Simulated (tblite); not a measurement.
Energy and gradient calculation of CH6O2Si (charge +1)

The run: energy and gradient calculation of CH6O2Si, charge +1, multiplicity 2. Method and program: GFN2-xTB, R-SCC (tblite 0.8.0).

The geometry is that of the parent species in another charge or spin state. The geometry comes from this level: GFN2-xTB.

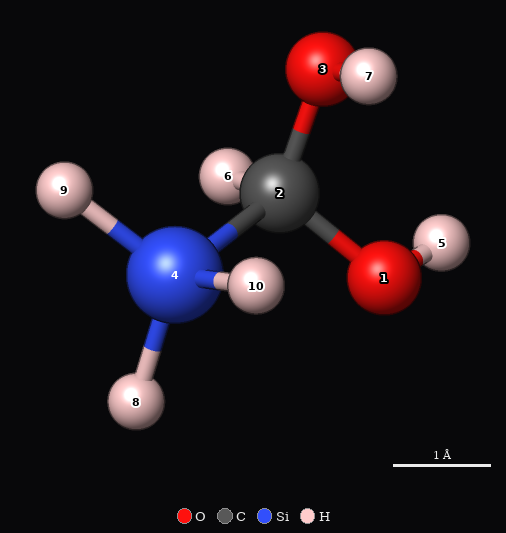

The structure as given in the input (ball-and-stick view, seen at a tilt; atoms are numbered from 1 in the order of the input). Bond lengths as drawn: C–H 1.10 Å, C–O 1.41 Å, C–Si 1.92 Å, H–O 0.96 to 0.97 Å and H–Si 1.46 to 1.47 Å.

### Results in brief

- outcome: converged
- total energy: −14.537548 hartree
- basis functions: 27
- largest force: 4.952 eV/Å
- hardware: 1 thread of Intel Xeon @ 2.50GHz (Skylake/Cascade Lake), 189 GiB of memory available, shared host
- peak memory: 0.067 GiB

### Notes

The record of the run, not the program, notes: no spin polarisation.

### Input file (run.py)
```python
"""GFN2-xTB energy and gradient"""
import json
import numpy as np
from tblite.interface import Calculator
from tblite.interface import symbols_to_numbers

geometry = """
O     -0.743470     0.070660    -1.397830
C     -0.392400     0.520670    -0.111780
O      0.549000     1.567270    -0.176430
Si     0.268760    -1.031110     0.803500
H     -1.092380     0.804430    -1.919830
H     -1.260910     0.974640     0.384970
H      1.352200     1.233620    -0.593070
H     -0.785840    -2.038460     0.807770
H      0.661690    -0.620310     2.151890
H      1.443320    -1.481410     0.050810
"""
lines = [l.split() for l in geometry.strip().splitlines()]
symbols = [l[0] for l in lines]
numbers = np.array(symbols_to_numbers(symbols))
positions = np.array([l[1:4] for l in lines], float) / 0.52917721

calculator = Calculator("GFN2-xTB", numbers, positions, charge=1, uhf=1)
calculator.set("accuracy", 0.1)
sp = calculator.singlepoint()

print(f"Total energy: {sp.get('energy') * 2625.4996:.8f} kJ/mol")
eps = np.atleast_2d(sp.get("orbital-energies")) * 27.211386
occ = np.atleast_2d(sp.get("orbital-occupations"))
filled = occ.sum(axis=0) if eps.shape[0] == 1 else occ[0]
homo = np.nonzero(filled > 0.5)[0].max()
print(f"HOMO {eps[0, homo]:.4f} eV")
if homo + 1 < eps.shape[1]:
    print(f"LUMO {eps[0, homo + 1]:.4f} eV, gap {eps[0, homo + 1] - eps[0, homo]:.4f} eV")
mu = sp.get("dipole") * 2.541746
print(f"dipole: {np.linalg.norm(mu):.4f} D, components " + " ".join(f"{c:.4f}" for c in mu))
q = sp.get("charges")
g = sp.get("gradient")
print("atom     charge      dE/dx        dE/dy        dE/dz   (Eh/bohr)")
for i, s in enumerate(symbols):
    print(f"{s:<2}{i + 1:<3} {q[i]:9.4f} {g[i, 0]:12.7f} {g[i, 1]:12.7f} {g[i, 2]:12.7f}")
print(f"gradient norm {np.linalg.norm(g):.6f} Eh/bohr")
out = {k: np.asarray(sp.get(k)).tolist() for k in ("energy", "gradient", "charges", "dipole", "orbital-energies", "orbital-occupations")}
out.update(symbols=symbols, positions=(positions * 0.529177210903).tolist())
json.dump(out, open("results.json", "w"))
```

Launch command:
```bash
python run.py
```

### Log
```
------------------------------------------------------------
  cycle        total energy    energy error   density error
------------------------------------------------------------
      1     -14.29090291257  -1.4391533E+01   2.8099449E-01
      2     -14.49188581610  -2.0098290E-01   1.5103236E-01
      3     -14.52292520898  -3.1039393E-02   1.6509882E-01
      4     -14.53128070751  -8.3554985E-03   1.4294738E-01
      5     -14.45703626931   7.4244438E-02   1.1803349E-01
      6     -14.53548600808  -7.8449739E-02   4.0207279E-02
      7     -14.53671602467  -1.2300166E-03   2.9605177E-02
      8     -14.53701403043  -2.9800577E-04   1.9087950E-02
      9     -14.53727957189  -2.6554146E-04   1.3741755E-02
     10     -14.53747736513  -1.9779324E-04   6.4983740E-03
     11     -14.53751848511  -4.1119986E-05   4.6618046E-03
     12     -14.53753439692  -1.5911806E-05   3.0115244E-03
     13     -14.53754802107  -1.3624147E-05   4.5789438E-04
     14     -14.53754831783  -2.9676120E-07   2.5503848E-04
     15     -14.53754840675  -8.8925896E-08   1.4029782E-04
     16     -14.53754843229  -2.5532044E-08   2.4701344E-05
     17     -14.53754843238  -9.8774322E-11   1.8883641E-05
     18     -14.53754843271  -3.2493297E-10   5.8259781E-06
     19     -14.53754843276  -5.0025761E-11   2.2381603E-06
     20     -14.53754843277  -7.9989348E-12   1.1217828E-07
------------------------------------------------------------

 total:                                   0.025 sec
Total energy: -38168.32759521 kJ/mol
HOMO -17.1162 eV
LUMO -11.3335 eV, gap 5.7827 eV
dipole: 0.3680 D, components 0.1123 -0.2484 0.2471
atom     charge      dE/dx        dE/dy        dE/dz   (Eh/bohr)
O 1     -0.3803   -0.0095051    0.0020932   -0.0395623
C 2      0.1908    0.0068222   -0.0730536    0.0623778
O 3     -0.3232    0.0219084    0.0453518   -0.0183819
Si4      0.5349   -0.0179119    0.0397397   -0.0228249
H 5      0.3752   -0.0025618    0.0000166    0.0066296
H 6      0.1376   -0.0005650    0.0089212   -0.0084278
H 7      0.3679   -0.0057287   -0.0077398    0.0105371
H 8      0.0451    0.0059996   -0.0037314    0.0041984
H 9      0.0284    0.0014675   -0.0071737    0.0006945
H 10     0.0234    0.0000748   -0.0044239    0.0047594
gradient norm 0.129611 Eh/bohr
```

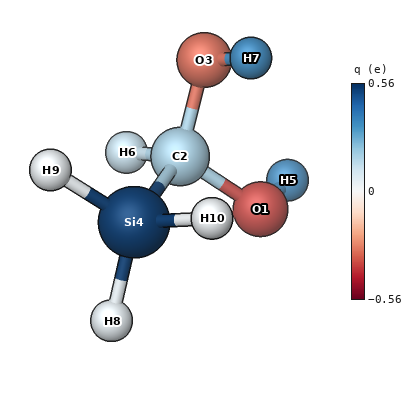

Mulliken charges, as the colour of each atom (ball-and-stick view, seen at a tilt; atoms are numbered from 1 in the order of the input). By element: O −0.38 to −0.32, C +0.19, Si +0.53 and H +0.02 to +0.38 e.
